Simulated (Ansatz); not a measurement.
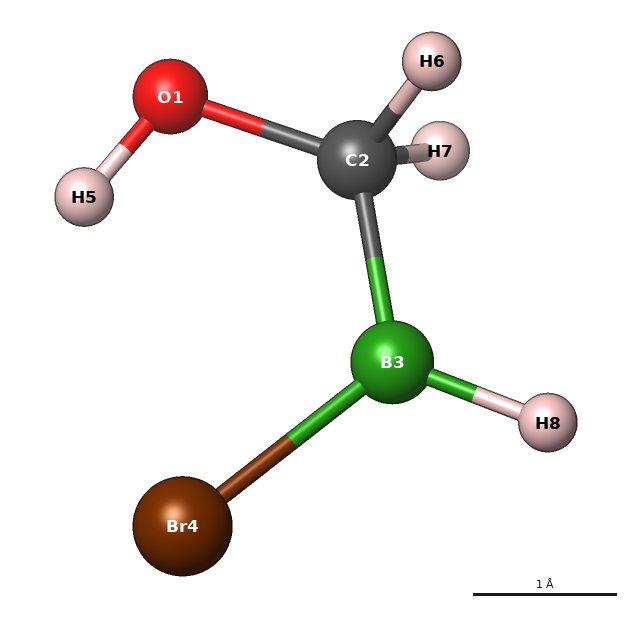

The computed structure is the end point of a PBE0-D4/def2-TZVP optimisation.

Find the hydrogen bonds (donors O, N, F, S or Cl) and give their geometry.

```
    D–H···A  D–H (Å)  H···A (Å)  angle (°)            kind
O1–H5···Br4     0.96       2.58        125  intramolecular
```
